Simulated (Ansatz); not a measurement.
# CH4Si (triplet): correlated methods under varied settings at distance C1–H5 along a hydrogen transfer = 1.194 Å

Aim: run CH4Si (triplet) at one geometry under a spread of methods and options, and see what each costs and gives.

Method: the settings change from run to run; program: Ansatz 0.2.0, Gaussian basis.

2 further runs of the same task are left out: 2 that didn't finish.

### Step 1. What is computed

The geometry derives from fragments relaxed apart (PBE0/def2-TZVP) and kept rigid, so it is no stationary point. A hydrogen atom is moved between rigid fragments.

6 atoms, charge 0, spin multiplicity 3.

Atoms are counted from 1 here; the program's logs count them from 0.

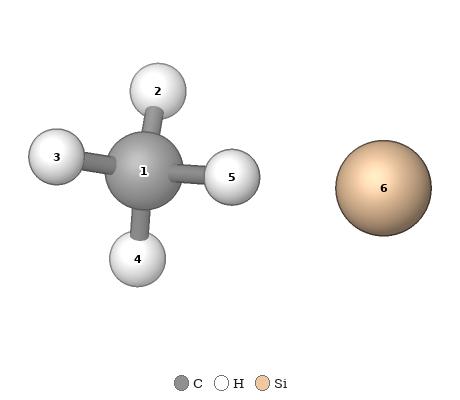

The structure; carbon grey, hydrogen white, silicon light orange; atoms are numbered from 1 in the order of the file.

As a file:

| atom | x (Å) | y (Å) | z (Å) |
| --- | --- | --- | --- |
| C1 | -2.0766 | 0.0000 | 0.0000 |
| H2 | -2.4398 | 1.0273 | 0.0000 |
| H3 | -2.4398 | -0.5137 | 0.8897 |
| H4 | -2.4398 | -0.5137 | -0.8897 |
| H5 | -0.8826 | 0.0000 | 0.0000 |
| Si6 | 1.1824 | 0.0000 | 0.0000 |

### Step 2. CCSDT on ROHF/STO-3G

Contents of in.yaml:

```yaml
crystal:
  periodic: [false, false, false]
  atoms:
    - {symbol: C, position_ang: [-2.076594, 0.000000, 0.000000]}
    - {symbol: H, position_ang: [-2.439800, 1.027301, 0.000000]}
    - {symbol: H, position_ang: [-2.439800, -0.513650, 0.889668]}
    - {symbol: H, position_ang: [-2.439800, -0.513650, -0.889669]}
    - {symbol: H, position_ang: [-0.882594, 0.000000, 0.000000]}
    - {symbol: Si, position_ang: [1.182406, 0.000000, 0.000000]}
basis:
  gaussian: {orbitals: STO-3G}
magnetization: {spin_polarized: false, initial_magnetization: 2}
correlation: {method: ccsdt, electrons: all}
scf: {lower_state_search: off}
```

The run is started by

```bash
ansatz run in.yaml --threads 1 --pin off --events-out ev --progress --plain --max-ram 2393MiB
```

Standard output:

```text
Functional definition: HF
  name "HF"
  cite "Fock, Z. Phys. 61, 126 (1930) doi:10.1007/BF01340294"
  parent pbe
  exchange = exact_x
  correlation = 0
these checks for a lower state are left out or cut short: stability, starts, cluster_reference, orbital_swaps, neighbouring_geometries, increment
284 factors; integrals over basis functions are off by at most 2.6e-8 eV
mean field evaluation 1: about -8848.0413 eV, gradient 6.8e0 eV
mean field evaluation 2: about -8848.0939 eV, gradient 6.7e0 eV
mean field evaluation 4: about -8848.4562 eV, gradient 2.6e-1 eV
mean field evaluation 8: about -8848.4560 eV, gradient 1.2e-2 eV
mean field evaluation 16: about -8848.4560 eV, gradient 1.2e-5 eV
mean field -8848.45600932 eV, -325.1747606437 hartree, gradient 7.1e-7 eV, S^2 2.000000; 0 other end points of the search recorded, 0 dependent functions left out
reference -8848.45600932 eV, -325.1747606437 hartree; 13, 11 occupied and 5, 7 virtual orbitals, 284 factors
second order -1.89564218 eV of doubles, -0.00629469 eV of singles
cycle   1  -2.41369063 eV  change   -5.1e-1 eV  update   5.7e-2
cycle   2  -2.71067515 eV  change   -3.0e-1 eV  update   2.4e-2
cycle   3  -2.71850733 eV  change   -7.8e-3 eV  update   3.7e-3
cycle   4  -2.71960688 eV  change   -1.1e-3 eV  update   1.4e-3
cycle   5  -2.71972439 eV  change   -1.2e-4 eV  update   6.1e-4
cycle   6  -2.71965139 eV  change    7.3e-5 eV  update   2.0e-4
cycle   7  -2.71970585 eV  change   -5.4e-5 eV  update   5.8e-5
cycle   8  -2.71972178 eV  change   -1.6e-5 eV  update   2.0e-5
cycle   9  -2.71971359 eV  change    8.2e-6 eV  update   8.5e-6
cycle  10  -2.71971052 eV  change    3.1e-6 eV  update   3.3e-6
cycle  11  -2.71970983 eV  change    6.9e-7 eV  update   1.8e-6
Total energy: -8851.17571915 eV, -325.2747081365 hartree
Checks for a lower state left out: stability, starts, cluster_reference, orbital_swaps, neighbouring_geometries, increment
```

Run time: 1.9 s. Hardware: 1 thread of Arm Neoverse V2, shared host.

From the report: correlation -2.7197 eV; T1 0.004; largest double amplitude 0.10.

### Step 3. CISD/STO-3G

in.yaml: that of step 2 with these lines changed.

```diff
@@ -12,3 +12,3 @@
 magnetization: {spin_polarized: false, initial_magnetization: 2}
-correlation: {method: ccsdt, electrons: all}
+correlation: {active_space: {ras: {orbitals: [5, 2, 5], electrons: 12, max_holes: 2, max_particles: 2}, fixed_orbitals: true}}
 scf: {lower_state_search: off}
```

The command is unchanged.

Standard output:

```text
Functional definition: HF
  name "HF"
  cite "Fock, Z. Phys. 61, 126 (1930) doi:10.1007/BF01340294"
  parent pbe
  exchange = exact_x
  correlation = 0
these checks for a lower state are left out or cut short: stability, starts, cluster_reference, orbital_swaps, neighbouring_geometries, increment
209 factors; integrals over basis functions are off by at most 3.0e-5 eV
mean field evaluation 1: about -8848.0424 eV, gradient 6.8e0 eV
mean field evaluation 2: about -8848.0939 eV, gradient 6.7e0 eV
mean field evaluation 4: about -8848.4561 eV, gradient 2.6e-1 eV
mean field evaluation 8: about -8848.4559 eV, gradient 1.2e-2 eV
mean field evaluation 16: about -8848.4559 eV, gradient 1.1e-5 eV
mean field -8848.53678491 eV, -325.1777290920 hartree, gradient 5.5e-7 eV, S^2 2.000000; 0 other end points of the search recorded, 0 dependent functions left out
reference -8848.53678491 eV, -325.1777290920 hartree; 13, 11 occupied and 5, 7 virtual orbitals, 209 factors
state -8851.07170478 eV, -325.2708856788 hartree
Total energy: -8851.07170478 eV, -325.2708856788 hartree
Checks for a lower state left out: stability, starts, cluster_reference, orbital_swaps, neighbouring_geometries, increment
```

It took 0.3 s on 1 thread of Arm Neoverse V2, shared host.

From the report: 3,058 determinants.

### Step 4. FCI/STO-3G

in.yaml: that of step 3 with these lines changed.

```diff
@@ -10,5 +10,5 @@
 basis:
-  gaussian: {orbitals: STO-3G}
+  gaussian: {orbitals: STO-3G, point_charges: [{charge: 0.50, position_ang: [4.468, -0.427, 0.655]}]}
 magnetization: {spin_polarized: false, initial_magnetization: 2}
-correlation: {active_space: {ras: {orbitals: [5, 2, 5], electrons: 12, max_holes: 2, max_particles: 2}, fixed_orbitals: true}}
-scf: {lower_state_search: off}
+correlation: {method: fci, electrons: valence}
+output: {forces: true}
```

Same command.

Standard output, cut to the lines that bear on the results:

```text
Functional definition: HF
  name "HF"
  cite "Fock, Z. Phys. 61, 126 (1930) doi:10.1007/BF01340294"
  parent pbe
[...]
284 factors; integrals over basis functions are off by at most 2.6e-8 eV
[...]
mean field -8848.51704278 eV, -325.1770035819 hartree, gradient 2.5e-6 eV, S^2 2.000000; 8 other end points of the search recorded, 0 dependent functions left out
[...]
6 core orbitals not correlated: weight in the atoms' cores, before any rotation towards them, 1.000 or more for the frozen orbitals, at most 0.000 for the correlated occupied ones
reference -8848.51704278 eV, -325.1770035819 hartree; 7, 5 occupied and 5, 7 virtual orbitals, 284 factors
state -8851.18508267 eV, -325.2750522394 hartree
[...]
Total energy: -8851.18508267 eV, -325.2750522394 hartree
Atom 0 at    -2.076594     0.000000     0.000000 Å, force     2.776269    -0.074926     0.114539 eV/Å
Atom 1 at    -2.439800     1.027301     0.000000 Å, force    -0.153587     0.801349    -0.000017 eV/Å
Atom 2 at    -2.439800    -0.513650     0.889668 Å, force    -0.210787    -0.401926     0.696488 eV/Å
Atom 3 at    -2.439800    -0.513650    -0.889669 Å, force    -0.157040    -0.400618    -0.694258 eV/Å
Atom 4 at    -0.882594     0.000000     0.000000 Å, force    -2.901430     0.069671    -0.106905 eV/Å
Atom 5 at     1.182406     0.000000     0.000000 Å, force     0.665978     0.026292    -0.040288 eV/Å
Dipole moment:    -0.098356     0.007142    -0.010978 e Å
```

It took 8 s on 1 thread of Arm Neoverse V2, shared host.

From the report: 853,776 determinants.

### Step 5. CCSD on ROHF/cc-pVDZ

in.yaml: that of step 4 with these lines changed.

```diff
@@ -10,5 +10,4 @@
 basis:
-  gaussian: {orbitals: STO-3G, point_charges: [{charge: 0.50, position_ang: [4.468, -0.427, 0.655]}]}
+  gaussian: {orbitals: cc-pVDZ}
 magnetization: {spin_polarized: false, initial_magnetization: 2}
-correlation: {method: fci, electrons: valence}
-output: {forces: true}
+correlation: {method: ccsd, electrons: outside_noble_gas}
```

Same command.

Standard output, cut to the lines that bear on the results:

```text
Functional definition: HF
  name "HF"
  cite "Fock, Z. Phys. 61, 126 (1930) doi:10.1007/BF01340294"
  parent pbe
[...]
487 factors; integrals over basis functions are off by at most 1.1e-3 eV
[...]
mean field -8953.40130623 eV, -329.0314291704 hartree, gradient 1.9e-6 eV, S^2 2.000000; 9 other end points of the search recorded, 0 dependent functions left out
[...]
determinant -8953.40130623 eV, -329.0314291704 hartree, with singles and doubles -8960.42888319 eV, -329.2896878603 hartree
determinant -8952.89964749 eV, -329.0129935519 hartree, with singles and doubles -8959.99296441 eV, -329.2736681407 hartree
determinant -8953.40130623 eV, -329.0314291704 hartree, with singles and doubles -8960.42872432 eV, -329.2896820219 hartree
determinant -8952.89964749 eV, -329.0129935519 hartree, with singles and doubles -8959.99268101 eV, -329.2736577258 hartree
6 core orbitals not correlated: weight in the atoms' cores, before any rotation towards them, 1.000 or more for the frozen orbitals, at most 0.000 for the correlated occupied ones
reference -8953.40130623 eV, -329.0314291704 hartree; 7, 5 occupied and 39, 41 virtual orbitals, 487 factors
second order -5.82879836 eV of doubles, -0.06502048 eV of singles
cycle   1  -7.02740987 eV  change    8.2e-6 eV  update   2.4e-6
Total energy: -8960.42871610 eV, -329.2896817199 hartree
```

Run time: 3.3 s. Hardware: 1 thread of Arm Neoverse V2, shared host.

From the report: correlation -7.0274 eV; T1 0.015; largest double amplitude 0.07.

### Step 6. BCCD(T) on UHF/cc-pVDZ

in.yaml: that of step 5 with these lines changed.

```diff
@@ -11,3 +11,3 @@
   gaussian: {orbitals: cc-pVDZ}
-magnetization: {spin_polarized: false, initial_magnetization: 2}
-correlation: {method: ccsd, electrons: outside_noble_gas}
+magnetization: {spin_polarized: true, initial_magnetization: 2}
+correlation: {method: bccd_t, electrons: outside_noble_gas}
```

Same command.

Standard output, cut to the lines that bear on the results:

```text
Functional definition: HF
  name "HF"
  cite "Fock, Z. Phys. 61, 126 (1930) doi:10.1007/BF01340294"
  parent pbe
[...]
487 factors; integrals over basis functions are off by at most 1.1e-3 eV
[...]
mean field -8953.51300383 eV, -329.0355339818 hartree, gradient 7.1e-6 eV, S^2 2.017119; 10 other end points of the search recorded, 0 dependent functions left out
determinant -8953.51300383 eV, -329.0355339818 hartree, with singles and doubles -8960.43211946 eV, -329.2898067912 hartree
determinant -8953.01829321 eV, -329.0173537015 hartree, with singles and doubles -8959.99698552 eV, -329.2738159136 hartree
determinant -8953.51300383 eV, -329.0355339818 hartree, with singles and doubles -8960.43205848 eV, -329.2898045500 hartree
determinant -8953.01829321 eV, -329.0173537015 hartree, with singles and doubles -8959.99678329 eV, -329.2738084820 hartree
6 core orbitals not correlated: weight in the atoms' cores, before any rotation towards them, 1.000 or more for the frozen orbitals, at most 0.000 for the correlated occupied ones
reference -8953.51300383 eV, -329.0355339818 hartree; 7, 5 occupied and 39, 41 virtual orbitals, 487 factors
second order -5.78583651 eV of doubles, -0.00000000 eV of singles
cycle   1  -6.91444424 eV  change    4.6e-3 eV  update   3.5e-3
[...]
cycle   9  -6.91258577 eV  change   -2.7e-6 eV  update   5.4e-6
perturbative correction -0.16383280 eV, -0.0060207445 hartree
Total energy: -8960.58942240 eV, -329.2955875676 hartree
```

It took 4.9 s on 1 thread of Arm Neoverse V2, shared host.

From the report: ⟨S²⟩ of the determinant 2.017 (pure triplet: 2.00); correlation -7.0764 eV; largest double amplitude 0.07.

### Step 7. CCSD on UHF/cc-pVDZ

in.yaml: that of step 6 with these lines changed.

```diff
@@ -12,2 +12,2 @@
 magnetization: {spin_polarized: true, initial_magnetization: 2}
-correlation: {method: bccd_t, electrons: outside_noble_gas}
+correlation: {method: ccsd, electrons: all}
```

Same command.

Standard output, cut to the lines that bear on the results:

```text
Functional definition: HF
  name "HF"
  cite "Fock, Z. Phys. 61, 126 (1930) doi:10.1007/BF01340294"
  parent pbe
[...]
487 factors; integrals over basis functions are off by at most 1.1e-3 eV
[...]
mean field -8953.51300383 eV, -329.0355339818 hartree, gradient 7.1e-6 eV, S^2 2.017119; 10 other end points of the search recorded, 0 dependent functions left out
determinant -8953.51300383 eV, -329.0355339818 hartree, with singles and doubles -8960.64395862 eV, -329.2975917368 hartree
determinant -8953.01829321 eV, -329.0173537015 hartree, with singles and doubles -8960.20854435 eV, -329.2815905573 hartree
determinant -8953.51300383 eV, -329.0355339818 hartree, with singles and doubles -8960.64388737 eV, -329.2975891182 hartree
determinant -8953.01829321 eV, -329.0173537015 hartree, with singles and doubles -8960.20833930 eV, -329.2815830218 hartree
reference -8953.51300383 eV, -329.0355339818 hartree; 13, 11 occupied and 39, 41 virtual orbitals, 487 factors
second order -6.01289983 eV of doubles, -0.00000000 eV of singles
cycle   1  -7.13087942 eV  change    4.1e-6 eV  update   1.7e-6
Total energy: -8960.64388326 eV, -329.2975889671 hartree
```

Run time: 12 s. Hardware: 1 thread of Arm Neoverse V2, shared host.

From the report: ⟨S²⟩ of the determinant 2.017 (pure triplet: 2.00); correlation -7.1309 eV; T1 0.008; largest double amplitude 0.07.

### Step 8. CCSD(T)/cc-pVDZ

in.yaml: that of step 7 with these lines changed.

```diff
@@ -12,2 +12,5 @@
 magnetization: {spin_polarized: true, initial_magnetization: 2}
-correlation: {method: ccsd, electrons: all}
+hamiltonian: {xc: {name: r2SCAN}}
+correlation: {method: ccsd_t, electrons: all}
+scf: {lower_state_search: off}
+output: {forces: true}
```

Same command.

Standard output, cut to the lines that bear on the results:

```text
Functional definition: r2SCAN
  name "r2SCAN"
  cite "Furness, Kaplan, Ning, Perdew & Sun, J. Phys. Chem. Lett. 11, 8208 (2020) doi:10.1021/acs.jpclett.0c02405"
  cite "Furness, Kaplan, Ning, Perdew & Sun, J. Phys. Chem. Lett. 11, 9248 (2020) doi:10.1021/acs.jpclett.0c03077"
  parent r2scan
[...]
487 factors; integrals over basis functions are off by at most 1.1e-3 eV
[...]
mean field -8974.85349244 eV, -329.8197824730 hartree, gradient 2.2e-6 eV, S^2 2.009452; 0 other end points of the search recorded, 0 dependent functions left out
reference -8953.22896258 eV, -329.0250956581 hartree; 13, 11 occupied and 39, 41 virtual orbitals, 487 factors
second order -6.20546792 eV of doubles, -0.22514313 eV of singles
cycle   1  -7.09583725 eV  change   -6.7e-1 eV  update   6.7e-2
[...]
cycle  19  -7.40155539 eV  change   -7.7e-8 eV  update   1.2e-7
perturbative correction -0.17780727 eV, -0.0065342965 hartree
[...]
Total energy: -8960.80832524 eV, -329.3036320984 hartree
Atom 0 at    -2.076594     0.000000     0.000000 Å, force     1.917512     0.000017    -0.000000 eV/Å
Atom 1 at    -2.439800     1.027301     0.000000 Å, force     0.060077     0.481901    -0.000000 eV/Å
Atom 2 at    -2.439800    -0.513650     0.889668 Å, force     0.060071    -0.240959     0.417351 eV/Å
Atom 3 at    -2.439800    -0.513650    -0.889669 Å, force     0.060071    -0.240959    -0.417351 eV/Å
Atom 4 at    -0.882594     0.000000     0.000000 Å, force    -2.425079     0.000000    -0.000000 eV/Å
Atom 5 at     1.182406     0.000000     0.000000 Å, force     0.327348    -0.000000    -0.000000 eV/Å
Dipole moment:    -0.249325     0.000000     0.000000 e Å
Checks for a lower state left out: starts, cluster_reference, orbital_swaps, neighbouring_geometries, increment
```

Run time: 27 s. Hardware: 1 thread of Arm Neoverse V2, shared host; peak memory 0.29 GiB.

From the report: ⟨S²⟩ of the determinant 2.009 (pure triplet: 2.00); correlation -7.5794 eV; T1 0.012; largest double amplitude 0.07. The orbitals are Kohn-Sham ones, so correlation energy and T1 don't compare with those on Hartree-Fock orbitals.

### Step 9. CCSD(T)/STO-3G

in.yaml: that of step 8 with these lines changed.

```diff
@@ -10,7 +10,6 @@
 basis:
-  gaussian: {orbitals: cc-pVDZ}
+  gaussian: {orbitals: STO-3G}
 magnetization: {spin_polarized: true, initial_magnetization: 2}
 hamiltonian: {xc: {name: r2SCAN}}
-correlation: {method: ccsd_t, electrons: all}
-scf: {lower_state_search: off}
-output: {forces: true}
+correlation: {method: ccsd_t, electrons: outside_noble_gas, diis_vectors: 4}
+scf: {omitted_lower_state_checks: [cluster_reference]}
```

Launched as before.

Standard output, cut to the lines that bear on the results:

```text
Functional definition: r2SCAN
  name "r2SCAN"
  cite "Furness, Kaplan, Ning, Perdew & Sun, J. Phys. Chem. Lett. 11, 8208 (2020) doi:10.1021/acs.jpclett.0c02405"
  cite "Furness, Kaplan, Ning, Perdew & Sun, J. Phys. Chem. Lett. 11, 9248 (2020) doi:10.1021/acs.jpclett.0c03077"
  parent r2scan
[...]
209 factors; integrals over basis functions are off by at most 3.0e-5 eV
[...]
mean field -8868.67288893 eV, -325.9177172658 hartree, gradient 1.7e-10 eV, S^2 2.000589; 16 other end points of the search recorded, 0 dependent functions left out
6 core orbitals not correlated: weight in the atoms' cores, before any rotation towards them, 1.000 or more for the frozen orbitals, at most 0.000 for the correlated occupied ones
reference -8848.31779130 eV, -325.1696812252 hartree; 7, 5 occupied and 5, 7 virtual orbitals, 209 factors
second order -1.87157199 eV of doubles, -0.09224242 eV of singles
cycle   1  -2.46836050 eV  change   -5.1e-1 eV  update   5.7e-2
[...]
cycle  23  -2.74653732 eV  change    3.4e-6 eV  update   1.2e-6
perturbative correction -0.00884363 eV, -0.0003249973 hartree
WARN: the results are in doubt because among natural orbitals full CI differs from the method by -0.094 eV
Total energy: -8851.07317225 eV, -325.2709396072 hartree
In doubt: among natural orbitals full CI differs from the method by -0.094 eV
Checks for a lower state left out: cluster_reference
```

Wall time 43 s (1 thread of Arm Neoverse V2, shared host).

From the report: ⟨S²⟩ of the determinant 2.001 (pure triplet: 2.00); correlation -2.7554 eV; T1 0.115; largest double amplitude 0.08. The orbitals are Kohn-Sham ones, so correlation energy and T1 don't compare with those on Hartree-Fock orbitals. The program marks this result as in doubt; its last lines say why.

### Step 10. All runs side by side

Where basis and cores are those of an earlier UCCSDT(Q)/cc-pVDZ run (-8960.6205 eV), and the state is the same kind, the miss against it is given. † marks a result that the program doubts.

| level | correlated | functions | energy (eV) | from UCCSDT(Q) (meV) | time |
| --- | --- | --- | --- | --- | --- |
| CCSDT on ROHF/STO-3G | all | 18 | -8851.1757 |  | 1.9 s |
| CISD/STO-3G | outside noble gas | 18 | -8851.0717 |  | 0.3 s |
| FCI/STO-3G (beside a point charge) | valence | 18 | -8851.1851 |  | 8 s |
| CCSD on ROHF/cc-pVDZ | outside noble gas | 52 | -8960.4287 | 191.8 | 3.3 s |
| BCCD(T) on UHF/cc-pVDZ | outside noble gas | 52 | -8960.5894 | 31.1 | 4.9 s |
| CCSD on UHF/cc-pVDZ | all | 52 | -8960.6439 |  | 12 s |
| CCSD(T)/cc-pVDZ (on r2SCAN orbitals) | all | 52 | -8960.8083 |  | 27 s |
| CCSD(T)/STO-3G (on r2SCAN orbitals) † | outside noble gas | 18 | -8851.0732 |  | 43 s |

### Step 11. What came out

| quantity | value |
| --- | --- |
| runs | 8 |
| quickest | CISD/STO-3G, 0.3 s |
| slowest | CCSD(T)/STO-3G (on r2SCAN orbitals) †, 43 s |

What this shows: Total energies in different bases, with other cores or another treatment of relativity can't be set against each other. CCSD(T)/STO-3G (on r2SCAN orbitals) † took 142 times as long as CISD/STO-3G; the jobs differ in more than the method. Among the correlated runs with a miss given, it spans +31 to +192 meV.
